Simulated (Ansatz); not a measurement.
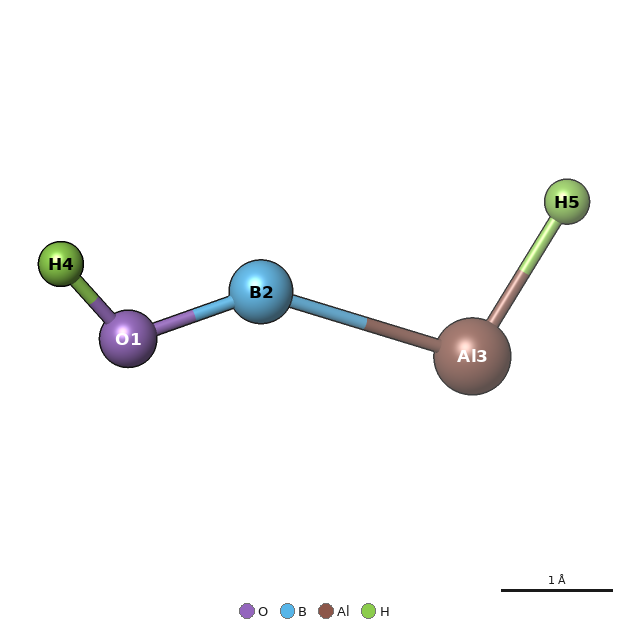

Orthographic view. Distant atoms are faded towards the background colour. The geometry was computed by an optimisation with PBE-D4/def2-SVP. No frequency run is at hand to confirm it as a minimum.

Give the geometry as a Z-matrix, atoms in numerical order, with these reference atoms: 2 to 1; 3 to 2, 1; 4 to 1, 2, 3; 5 to 3, 2, 1.

```
O  
B    1   1.318
Al   2   2.159   1   144.8
H    1   0.979   2   116.1   3  -179.9
H    3   1.637   2   103.5   1  -179.8
```
